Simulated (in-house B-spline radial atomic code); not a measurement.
## Run report: Sn²⁺, many-body perturbation calculation

Sn²⁺, core [Kr] 4d10 5s2. Computed at this level: relativistic RPA (time-dependent Dirac-Hartree-Fock) and second-order many-body perturbation theory, no-pair Dirac-Coulomb, closed shell, B-spline basis (in-house B-spline radial atomic code).

Input file:
```
basis_form = 2
Z = 50
core_configuration = [Kr] 4d10 5s2
rms_radius = 4.6519
mass_number = 120
speed_of_light = 13703.5999084
box_radius = 18.686
lmax = 7
intervals = 64
virtual_cutoff = 62500.0
```

The run was one of a batch that the task file lists, launched with:
```bash
python <driver script> task.json out
```

The program writes its results to a structured record and prints no log; tables and figures of this report are taken from that record.

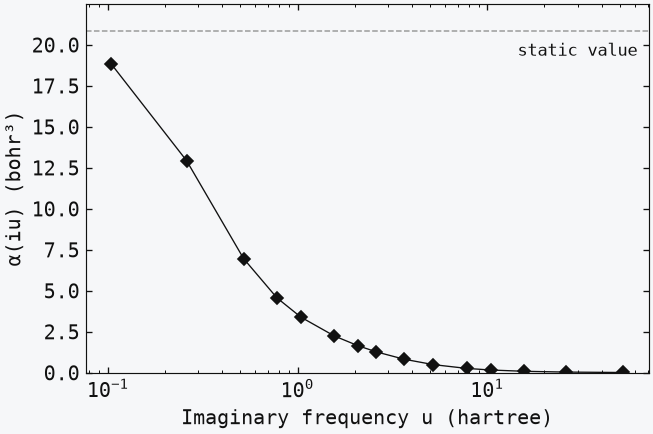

Figure 1. Dipole polarisability at imaginary frequency of Sn²⁺ (tin, Z = 50), [Kr] 4d¹⁰ 5s². Relativistic RPA on Dirac–Hartree–Fock, no-pair Dirac–Coulomb, finite nucleus, computed with a B-spline radial code. Speed of light scaled by 100. The static dipole polarisability is 20.8 bohr³; α(iu) falls to half of it near u = 0.35 hartree. The Casimir–Polder integral gives C₆ = 122 hartree bohr⁶ for two such species.

Results in brief:

```tsv
quantity	value
outcome	converged
hardware	1 CPU thread, shared host
wall time	15 s
```

Remarks:

Caveats: RPA puts the weak triplet-like excitations of an outer s2 shell too low.
